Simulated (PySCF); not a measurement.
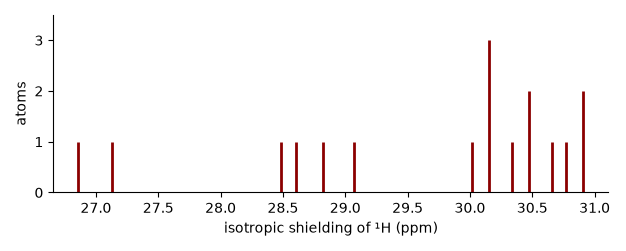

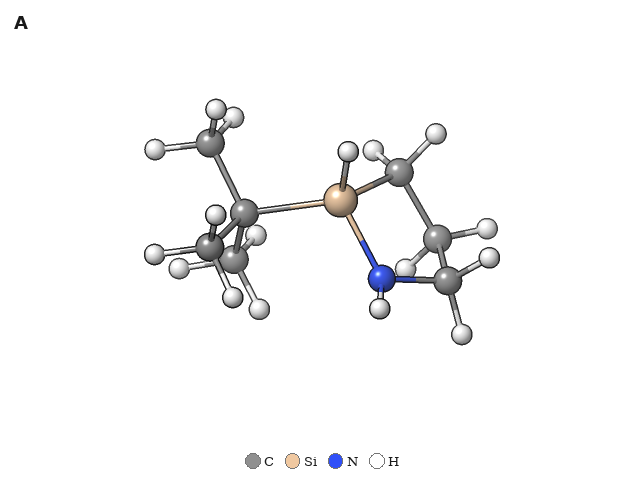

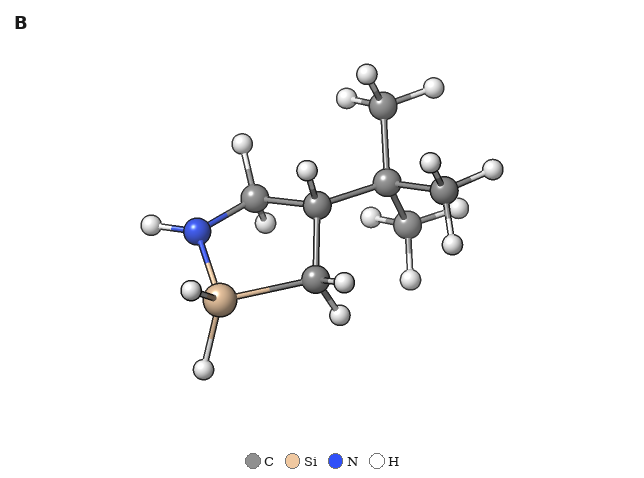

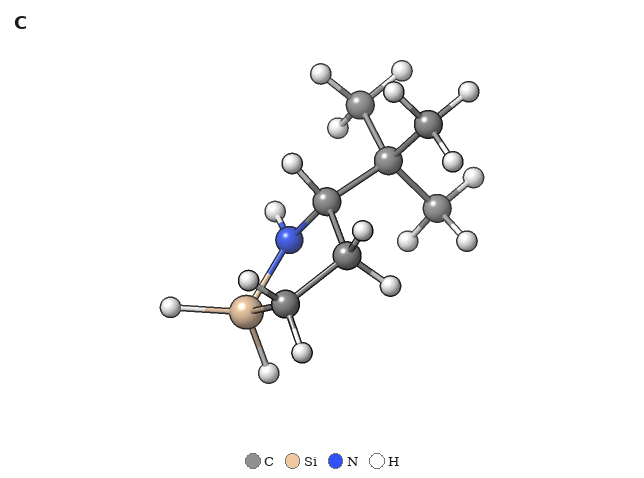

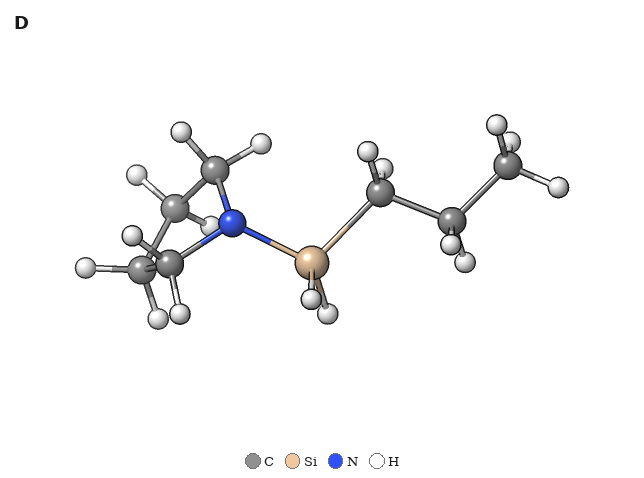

The sticks are computed shieldings of one of the molecules, for one fixed geometry (GFN2-xTB) without averaging over rotations. Low shielding means a high chemical shift. Method: GIAO PBE0/pcSseg-1 NMR shielding, non-relativistic, gas phase (PySCF 2.14.0).

Match the spectrum to a structure.

Answer. D, `CCC[SiH2]N1CCCC1`. Its 17 H atoms give lines at 26.86, 27.13, 28.49, 28.61, 28.82, 29.07, 30.02, 30.15 (3 atoms), 30.33, 30.47 (2 atoms), 30.66, 30.77, 30.91 (2 atoms) ppm.

The geometry is semi-empirical. Around Si such bond lengths and angles can be off by a tenth of an ångström or more and by several degrees, and values that hang on the shape move with them.
